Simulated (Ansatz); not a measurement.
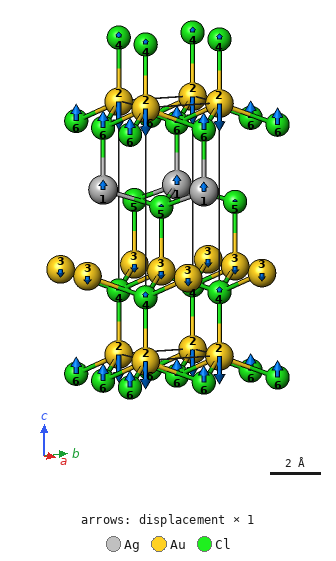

A relaxation of solid AgAu$_{2}$Cl$_{3}$ (built on the MnCd2Te3-156 type type). The starting structure is drawn; blue arrows show the displacements (the part carried along by the change of the cell is left out), at their true length.

The picture is a ball-and-stick view of the cell of the calculation, seen from a free direction.

Method: DFT, PBEsol, plane waves, PAW (Ansatz 0.2.0).

Input file:
```yaml
crystal:
  lattice:
    - [4.179224, 0.0, 0.0]
    - [-2.089612, 3.61931415, 0.0]
    - [0.0, 0.0, 10.1564868]
  atoms:
    - { symbol: Ag, position: [0.33333333, 0.66666667, 0.66410858] }
    - { symbol: Au, position: [0.0, 0.0, 0.99686164] }
    - { symbol: Au, position: [0.66666667, 0.33333333, 0.33764196] }
    - { symbol: Cl, position: [0.0, 0.0, 0.25037032] }
    - { symbol: Cl, position: [0.66666667, 0.33333333, 0.59208768] }
    - { symbol: Cl, position: [0.33333333, 0.66666667, 0.90892982] }
kpoints:
  mp_grid: { grid: [6, 6, 2] }
hamiltonian:
  xc: pbesol
scf:
  occupations: { method: fermi_dirac, width: 0.03 }
relax:
  f_tol: 0.01
  cell: {}
  max_steps: 120
output:
  write_density: true
  write_potential: true
  elf: true
  volumetric_format: npy
```

Launched with:
```bash
ansatz run input.yaml --threads 2 --pin off --max-ram 29491MiB --backend cpu --events-out ev --progress --plain --runs-dir out
```

Atoms of which element are displaced furthest, and by how much?

Answer. Gold: up to 1.14 Å, against 0.71 Å for chlorine.

Describe the change and its energy.

Answer. After 16 accepted moves (19 points after the start) the energy has fallen by 48.2 meV per atom. The largest force component goes from 0.53 to 0.007 eV/Å. Pressure: −0.61 GPa at the start and −0.02 GPa at the end. The line search rejected the trial steps at points 8, 12 of the run. The SCF was repeated once at an unchanged geometry on a basis and grid sized afresh for the cell, which shifted the energy by 0.2 meV per atom at most. The largest move relative to the cell is that of Au2, 1.14 Å along −c. Largest moves by element: Au 1.14 Å, Cl 0.71 Å, Ag 0.41 Å. The drawn cell changes as follows: a = b 4.179 → 4.131 Å (−1.2 %), c 10.156 → 9.625 Å (−5.2 %); the volume changes by −7.4 %. Among the contacts that change: Au2–Cl4 2.575 → 3.823 Å, Au3–Cl5 2.584 → 2.914 Å, Au3–Cl4 2.571 → 2.398 Å, Ag1–Cl6 2.487 → 2.650 Å. Bonds break: Au2–Cl4 (2.57 → 3.82 Å). Among the angles between lasting bonds that change: Ag1–Cl6–Au2 110.3° → 67.3°, Cl4–Au3–Cl5 110.2° → 96.0°, Cl4–Au3–Cl4 108.8° → 118.9°. The space group stays P3m1 (No. 156). Cost: 69 s on 2 threads of AMD EPYC 7R13 Processor (Zen 3) (shared host), peak memory 0.59 GiB.
